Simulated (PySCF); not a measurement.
# What a change does: NMR shielding calculation on C$_{3}$H$_{5}$NO$_{2}$Si

System: C$_{3}$H$_{5}$NO$_{2}$Si, SMILES C=N[Si@@]1(O)C=CO1.
Method of the first run: GIAO PBE0/pcSseg-1 NMR shielding, non-relativistic, gas phase (PySCF 2.14.0).

The geometry comes from this level: PBE0-D3(BJ)/def2-SVP. Text and figures count atoms from 1; the logs count them from 0 in places.

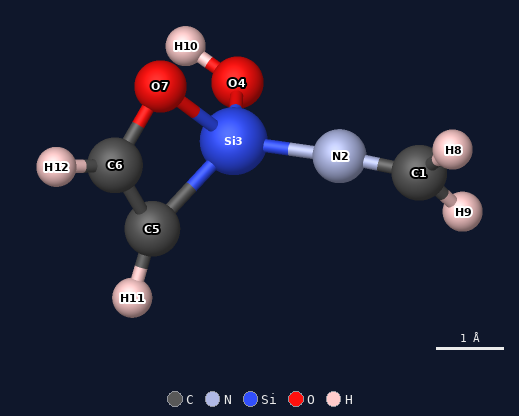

The structure (ball-and-stick view, seen at a tilt; atoms are numbered from 1 in the order of the input).

## Input file, the first run
```
{"job": {"kind": "nmr", "xc": "PBE0", "basis": "pcSseg-1", "pop": false}, "charge": 0, "multiplicity": 1}
C     -2.448883    -0.938868     0.205677
N     -1.358556    -0.339121     0.162314
Si     0.133459     0.404202     0.272861
O     -0.032927     1.614142     1.380739
C      1.631722    -0.620175     0.016295
C      1.810479     0.161263    -1.072513
O      0.827772     1.102268    -1.185270
H     -3.118019    -1.018745    -0.676969
H     -2.827280    -1.431492     1.126576
H      0.563988     2.357824     1.250096
H      2.232764    -1.453190     0.369985
H      2.585481     0.161891    -1.849792
```

The first line tells a small driver script what to run in PySCF; the rest is the geometry in Å.

Command:
```bash
OMP_NUM_THREADS=1 python <driver script> task.json out
```

Hardware: 1 CPU thread, shared host.

## Output (the first run)
```
coarse grid: 11216 points
cycle   1  E = -611.2834161349  dE =  1.237e+00  |g| = 9.689e-01  |ddm| = 3.311e+00
cycle   2  E = -611.0402125275  dE =  2.432e-01  |g| = 1.493e+00  |ddm| = 1.657e+00
cycle   3  E = -611.4527284111  dE = -4.125e-01  |g| = 1.696e-01  |ddm| = 1.140e+00
cycle   4  E = -611.4587524174  dE = -6.024e-03  |g| = 6.480e-02  |ddm| = 1.748e-01
cycle   5  E = -611.4595879664  dE = -8.355e-04  |g| = 2.713e-02  |ddm| = 6.273e-02
cycle   6  E = -611.4597498594  dE = -1.619e-04  |g| = 4.100e-03  |ddm| = 2.223e-02
cycle   7  E = -611.4597520296  dE = -2.170e-06  |g| = 2.544e-03  |ddm| = 4.220e-03
final grid: 105824 points
cycle   8  E = -611.5186684179  dE = -2.037e-05  |g| = 8.717e-03  |ddm| = 1.654e-02
cycle   9  E = -611.5186488201  dE =  1.960e-05  |g| = 1.331e-02  |ddm| = 1.360e-02
cycle  10  E = -611.5186830149  dE = -3.419e-05  |g| = 1.350e-03  |ddm| = 8.999e-03
cycle  11  E = -611.5186833890  dE = -3.741e-07  |g| = 3.574e-04  |ddm| = 1.257e-03
cycle  12  E = -611.5186834115  dE = -2.247e-08  |g| = 1.407e-04  |ddm| = 3.273e-04
cycle  13  E = -611.5186834158  dE = -4.336e-09  |g| = 2.945e-05  |ddm| = 1.213e-04
cycle  14  E = -611.5186834160  dE = -1.371e-10  |g| = 1.384e-05  |ddm| = 2.875e-05
converged SCF energy = -611.5186834160

GIAO shielding tensors (ppm)
atom      isotropic    diamagn.    paramagn.     s11        s22        s33       span
  0 C       15.780     252.046    -236.266    -54.713    -28.306    130.359    185.073
  1 N     -163.276     328.392    -491.669   -596.458   -151.217    257.846    854.304
  2 Si     395.110     880.292    -485.182    343.346    415.296    426.687     83.341
  3 O      285.410     387.326    -101.916    262.316    292.937    300.979     38.663
  4 C       84.224     260.826    -176.602    -14.249    123.069    143.850    158.099
  5 C        7.796     255.733    -247.937   -122.774     33.784    112.378    235.152
  6 O      130.841     401.368    -270.527     55.603    154.489    182.430    126.828
  7 H       22.391      27.917      -5.526     20.822     22.441     23.908      3.086
  8 H       22.257      27.674      -5.417     20.721     21.817     24.233      3.512
  9 H       29.245      29.981      -0.736     21.218     25.015     41.502     20.284
 10 H       26.430      32.188      -5.757     24.387     26.020     28.885      4.498
 11 H       23.549      29.293      -5.744     22.114     22.524     26.008      3.894
```

The input of the second run differs as follows (lines with − go, lines with + come):
```diff
-C     -2.448883    -0.938868     0.205677
-N     -1.358556    -0.339121     0.162314
-Si     0.133459     0.404202     0.272861
-O     -0.032927     1.614142     1.380739
-C      1.631722    -0.620175     0.016295
-C      1.810479     0.161263    -1.072513
-O      0.827772     1.102268    -1.185270
-H     -3.118019    -1.018745    -0.676969
-H     -2.827280    -1.431492     1.126576
-H      0.563988     2.357824     1.250096
-H      2.232764    -1.453190     0.369985
-H      2.585481     0.161891    -1.849792
+C     -2.372410    -0.793479     0.253750
+N     -1.218366    -0.882126    -0.253696
+Si     0.076506     0.223146     0.057650
+O     -0.506236     1.459920     0.981933
+C      1.776617    -0.439370     0.213917
+C      1.926696     0.077211    -1.026120
+O      0.799500     0.739786    -1.436764
+H     -2.685352     0.006770     0.954995
+H     -3.147980    -1.541814     0.003885
+H      0.116172     2.142005     1.250927
+H      2.474126    -1.037364     0.793317
+H      2.761927     0.044630    -1.736783
```

How does the second run compare with the first run?

With the same method and basis, the second run lies 3.4 kcal/mol lower. The HOMO goes from −6.64 to −6.86 eV. The LUMO goes from −1.39 to −1.18 eV. The dipole moment goes from 1.18 to 2.07 D. Of all shieldings, the largest change is that of C1, by −16.3 ppm. The number of SCF iterations is the same.

## Output (the second run)
```
coarse grid: 11216 points
cycle   1  E = -611.2923846475  dE =  1.190e+00  |g| = 9.603e-01  |ddm| = 3.296e+00
cycle   2  E = -611.0570863742  dE =  2.353e-01  |g| = 1.476e+00  |ddm| = 1.643e+00
cycle   3  E = -611.4585434993  dE = -4.015e-01  |g| = 1.742e-01  |ddm| = 1.113e+00
cycle   4  E = -611.4646299549  dE = -6.086e-03  |g| = 6.968e-02  |ddm| = 1.761e-01
cycle   5  E = -611.4656148526  dE = -9.849e-04  |g| = 2.591e-02  |ddm| = 6.671e-02
cycle   6  E = -611.4657664465  dE = -1.516e-04  |g| = 3.730e-03  |ddm| = 2.208e-02
cycle   7  E = -611.4657685353  dE = -2.089e-06  |g| = 2.157e-03  |ddm| = 3.823e-03
final grid: 105824 points
cycle   8  E = -611.5240568936  dE = -1.818e-05  |g| = 9.179e-03  |ddm| = 1.776e-02
cycle   9  E = -611.5240331442  dE =  2.375e-05  |g| = 1.445e-02  |ddm| = 1.471e-02
cycle  10  E = -611.5240727122  dE = -3.957e-05  |g| = 1.619e-03  |ddm| = 9.935e-03
cycle  11  E = -611.5240732761  dE = -5.639e-07  |g| = 3.626e-04  |ddm| = 1.467e-03
cycle  12  E = -611.5240732999  dE = -2.382e-08  |g| = 1.369e-04  |ddm| = 3.301e-04
cycle  13  E = -611.5240733041  dE = -4.217e-09  |g| = 2.243e-05  |ddm| = 1.154e-04
cycle  14  E = -611.5240733042  dE = -8.322e-11  |g| = 1.032e-05  |ddm| = 2.675e-05
converged SCF energy = -611.5240733042

GIAO shielding tensors (ppm)
atom      isotropic    diamagn.    paramagn.     s11        s22        s33       span
  0 C       -0.534     251.634    -252.168   -102.884    -28.226    129.509    232.393
  1 N     -147.069     329.281    -476.350   -520.562   -173.582    252.936    773.499
  2 Si     380.500     881.090    -500.591    356.156    365.460    419.882     63.726
  3 O      277.188     390.202    -113.014    248.560    277.545    305.459     56.900
  4 C       83.150     261.117    -177.967    -16.041    115.207    150.286    166.327
  5 C        6.575     255.649    -249.073   -123.385     35.216    107.896    231.281
  6 O      145.306     399.736    -254.430     60.674    158.500    216.744    156.070
  7 H       22.306      28.997      -6.691     20.009     20.620     26.290      6.281
  8 H       22.457      26.836      -4.379     21.580     22.313     23.478      1.898
  9 H       28.926      30.829      -1.904     21.801     24.039     40.937     19.136
 10 H       26.299      32.036      -5.738     24.307     26.048     28.542      4.235
 11 H       23.359      29.098      -5.739     22.058     22.110     25.909      3.851
```

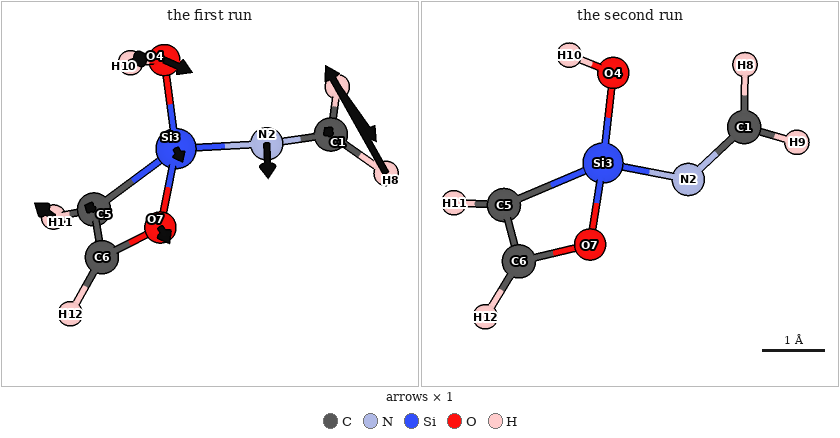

The two input geometries at one scale (ball-and-stick view, seen at a tilt). The black arrows on the first give the shifts of the atoms after the best rigid fit, at true length. H8 moves most after the best rigid fit: 2.07 Å. Largest moves by element: H 2.07 Å, N 0.67 Å, O 0.54 Å, Si 0.28 Å, C 0.22 Å. Among the contacts that change: N2–Si3 1.671 → 1.731 Å, Si3–O7 1.759 → 1.739 Å, C1–N2 1.245 → 1.264 Å, C6–O7 1.365 → 1.370 Å.

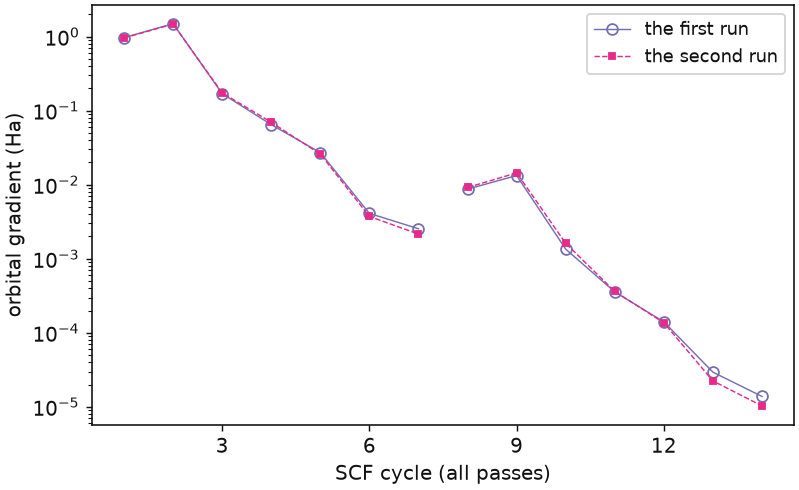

Convergence of the two runs: orbital gradient against the SCF cycle. A break in a curve parts two SCF passes (coarse and final grid). The first run takes 14 cycles in all, and the second run takes 14.

## The two runs side by side

| quantity | the first run | the second run |
| --- | --- | --- |
| outcome | converged | converged |
| total energy (hartree) | −611.518683 | −611.524073 |
| HOMO (eV) | −6.64 | −6.86 |
| LUMO (eV) | −1.39 | −1.18 |
| dipole moment (D) | 1.18 | 2.07 |
| shielding of C1 (ppm) | 15.8 | −0.5 |
| shielding of N2 (ppm) | −163.3 | −147.1 |
| shielding of Si3 (ppm) | 395.1 | 380.5 |
| shielding of O4 (ppm) | 285.4 | 277.2 |
| shielding of C5 (ppm) | 84.2 | 83.2 |
| shielding of C6 (ppm) | 7.8 | 6.6 |
| shielding of O7 (ppm) | 130.8 | 145.3 |
| SCF iterations | 14 | 14 |
| basis functions | 151 | 151 |
| wall time (shared host) | 11 s | 11 s |
